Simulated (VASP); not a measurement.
Data:

```
CELL_PARAMETERS angstrom
      2.84624     0.00000     0.00000
      0.00000     2.84624     0.00000
      0.00000     0.00000     3.54408
ATOMIC_POSITIONS crystal
  Cu 0.00000 0.00000 0.00000
  Au 0.50000 0.50000 0.50000
```

Computed with vdW-DF-cx, VASP's PBE PAW potentials (set 64) (plane waves; VASP 6.6.1). Run with 520 eV cut-off, 14×14×12 Γ-centred mesh, tetrahedra with Blöchl corrections, potentials Cu Au.

Unless said otherwise, spin-orbit coupling is left out, though it shifts the bands of the heavy elements here.

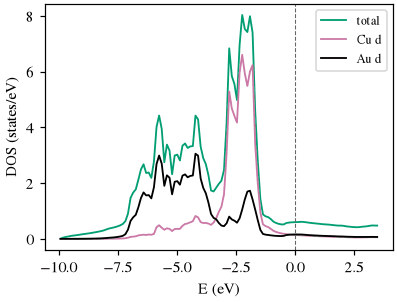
Fig. 1. Total and projected density of states, zero at the Fermi level

Within 2 eV below the Fermi level the largest weight inside VASP's projection spheres is Cu d, then Au d.

It has no gap at this level: it comes out as a metal or semimetal.

The compound is CuAu in the L1_0 structure. It was relaxed first.
